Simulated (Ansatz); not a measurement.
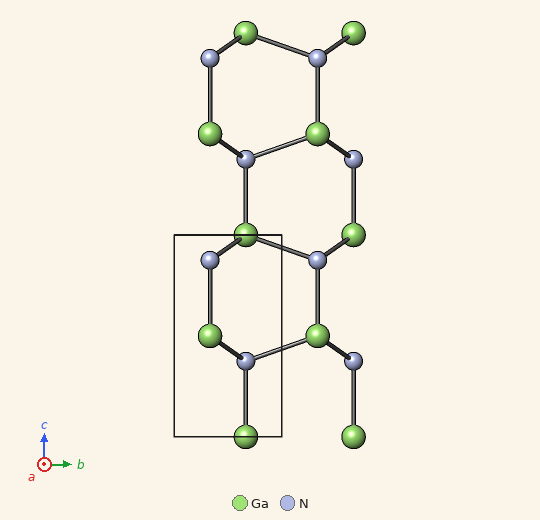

Projection along an edge of the hexagonal mesh, stacking direction c upwards. Every atom sits on one of the three columns of the mesh; call them A, B, C in the order in which they first turn up. The sequence starts with the first layer at or above the cell's origin.

System GaN; source of the atomic positions: a calculation's input that goes back to an entry of the Crystallography Open Database (an earlier step may have relaxed or displaced it).

Give the sequence of layers in one repeat, with element and column.

Answer. Ga(A) – N(A) – Ga(B) – N(B) (four layers in 5.17 Å).

How are the N layers alone stacked?

Answer. N layers alone: AB, the hexagonal close-packed type.

Which positions between or in the N layers do the other atoms fill?

Answer. Ga: two tetrahedral sites in each hexagonal cell.

What short polytype symbol fits?

Answer. Polytype symbol 2H, the symbol of a tetrahedral polytype (number of double layers in the repeat and lattice).

Heights of the layers:

```json
{"layer": "1", "atoms (column)": "Ga(A)", "height (Å)": "0.00", "to next (Å)": "1.94"}
{"layer": "2", "atoms (column)": "N(A)", "height (Å)": "1.94", "to next (Å)": "0.65"}
{"layer": "3", "atoms (column)": "Ga(B)", "height (Å)": "2.58", "to next (Å)": "1.94"}
{"layer": "4", "atoms (column)": "N(B)", "height (Å)": "4.52", "to next (Å)": "0.65"}
```
